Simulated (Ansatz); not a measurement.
The starting structures come from a database of crystals and need not be the phases stable at ambient conditions.

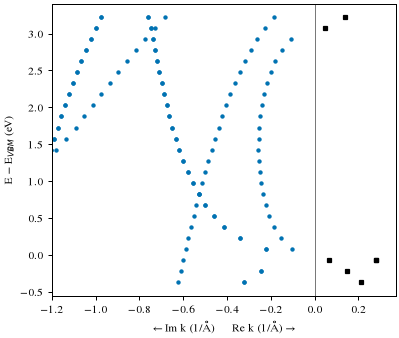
Fig. 1. Complex bands at the centre of the two-dimensional zone; r2SCAN run with Ansatz (a program for electronic structure)

The gap is the functional's own, uncorrected, and κ follows it; spin-orbit coupling is left out. Mid-gap values are interpolated between the computed energies.

This is CsLiZnS2 (I-4m2, not sure to be the ambient phase, 5 atoms a cell, 23.8 Å³ an atom) along the normal of (001). Read off the slowest decay at the centre of the two-dimensional zone at 1.57 eV, the computed energy nearest the middle of the gap.

κ ≈ 0.26 1/Å, a decay length 1/(2κ) of the density of 2.0 Å.
